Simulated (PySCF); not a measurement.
Consider C$_{7}$H$_{13}$B (SMILES BC[C@H]1CCC(=C)C1).

```csv
atom,x (Å),y (Å),z (Å)
B,3.0686,0.3663,-0.5099
C,1.9466,0.2930,0.5616
C,0.5800,-0.2359,0.1565
C,-0.4098,-0.4771,1.3002
C,-1.7537,-0.6330,0.5894
C,-1.6524,0.2788,-0.6179
C,-2.6611,0.6430,-1.4114
C,-0.2085,0.7039,-0.7645
H,3.0026,-0.2831,-1.5321
H,4.0702,1.0156,-0.3050
H,1.8599,1.2314,1.1400
H,2.4260,-0.4089,1.2866
H,0.7187,-1.1934,-0.3794
H,-0.4260,0.4125,1.9552
H,-0.1412,-1.3399,1.9292
H,-1.8760,-1.6751,0.2445
H,-2.6245,-0.4058,1.2228
H,-2.5006,1.2903,-2.2783
H,-3.6846,0.3063,-1.2229
H,0.1422,0.6927,-1.8083
H,-0.0960,1.7429,-0.4005
```

Geometry: PBE0-D3(BJ)/def2-SVP.

All numbers below come from B3LYP/def2-SVPD, SCF density, gas phase in PySCF 2.14.0.

Predict the electron density and electron localisation function between the atoms.

Answer. C–C (1.33 Å): the density is about 2.3 e/Å³ at the midpoint; the ELF peaks at about 0.95 between the atoms (a short, multiple covalent bond).
C–H (1.09 Å): ρ is about 1.9 e/Å³ halfway; the ELF climbs to about 1 towards the hydrogen, as it does in any bond to H (a covalent bond by its length).
C–C (1.51 Å): the density is about 1.7 e/Å³ at the midpoint; the ELF peaks at about 0.95 between the atoms: a covalent bond.

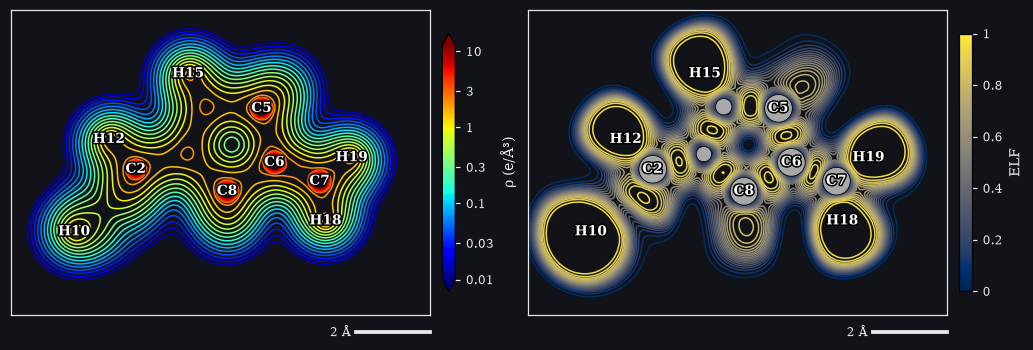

Computed electron density and electron localisation function on the plane of atoms C6, C7 and H18, in this order. Grey discs cover the atomic cores in the ELF map. 
